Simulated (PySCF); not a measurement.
# C3H13PSi3 (SMILES P[SiH]1C[SiH2]C[SiH2]C1): what the fields show

```xyz
20

P    -0.7766   -2.2083   -1.3925
Si   -0.6435   -1.2366    0.6572
C     1.1708   -0.8604    1.0032
Si    1.9417    0.3615   -0.2107
C     0.8923    1.9256   -0.2786
Si   -0.9315    1.6271   -0.6449
C    -1.6163    0.3759    0.5909
H    -0.2905   -3.4697   -0.9257
H    -2.1484   -2.5752   -1.2239
H    -1.1957   -2.1344    1.7232
H     1.7490   -1.8001    1.0074
H     1.2443   -0.4400    2.0226
H     3.3389    0.6949    0.2172
H     2.0137   -0.2610   -1.5689
H     0.9685    2.4317    0.7008
H     1.3133    2.6192   -1.0260
H    -1.0895    1.0999   -2.0361
H    -1.6977    2.9117   -0.5509
H    -2.6760    0.1691    0.3640
H    -1.5919    0.8353    1.5958
```

Geometry: PBE0-D3(BJ)/def2-SVP.

These are results of PySCF 2.14.0, CAM-B3LYP/def2-SVPD, SCF density, gas phase, not measurements.

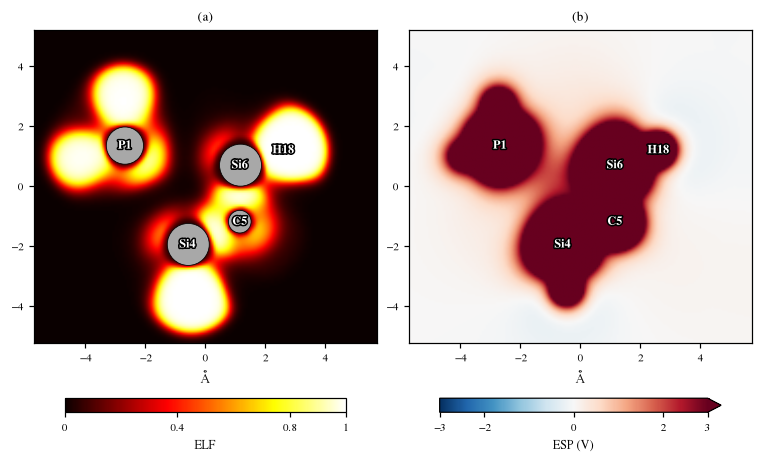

Figure 1. (a) ELF; (b) electrostatic potential on the plane of atoms C5, Si6 and H18. Grey discs cover the atomic cores in the ELF map.

**Read the bonding off the picture.**

The section cuts through P, Si, C and H sites.
C–Si (1.88 Å): the ELF peaks at about 0.95 between the atoms (localised, covalent bonding).
Si–H (1.50 Å): the ELF climbs to about 1 towards the hydrogen, as it does in any bond to H.
The potential has no marked negative region in this plane.

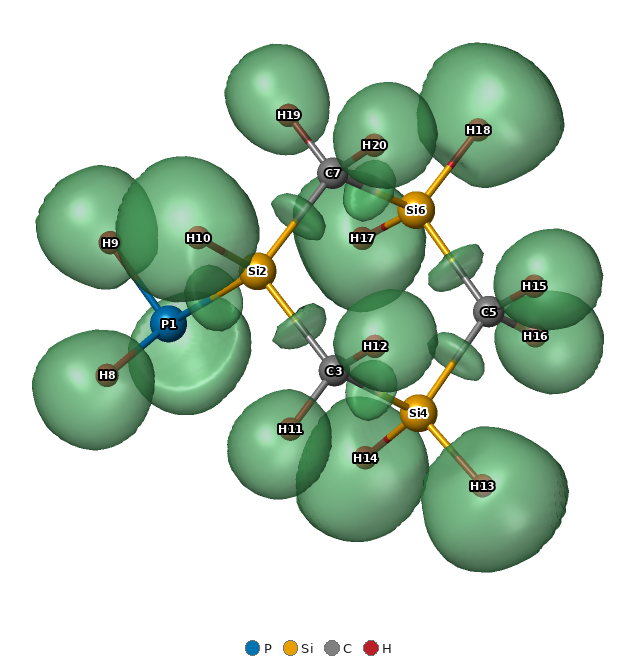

Figure 2. Isosurface of the ELF at 0.9 (green), seen at a tilt. Only the valence region is drawn (cores and ρ < 0.01 e/Å³ removed).

**Describe the localisation domains.**

The ELF exceeds this value in six regions between bonded C–Si atoms (shared pairs), one region between bonded P–Si atoms (shared pairs), 13 regions around hydrogen nuclei and one lobe on P, pointing away from the bonds (lone pairs). Profiles from the grid: Si–P (2.27 Å): the ELF peaks at about 0.95 between the atoms (a covalent bond).

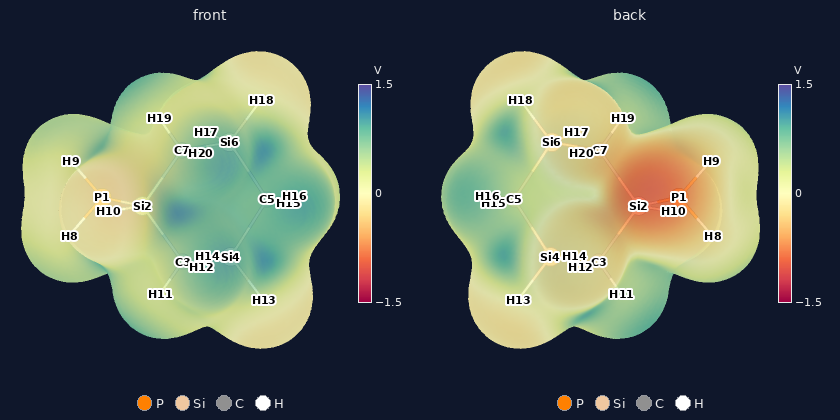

Figure 3. The electrostatic potential painted on the density surface at 0.002 e/bohr³, seen from the front and from behind; the colour scale runs from red (negative) to blue (positive).

**Describe the electrostatic potential map.**

The most negative region (about −0.9 V, or −21 kcal/mol for a unit charge) lies over P1, the most positive (about +1.1 V, or +25 kcal/mol for a unit charge) over Si2, Si4 and Si6.
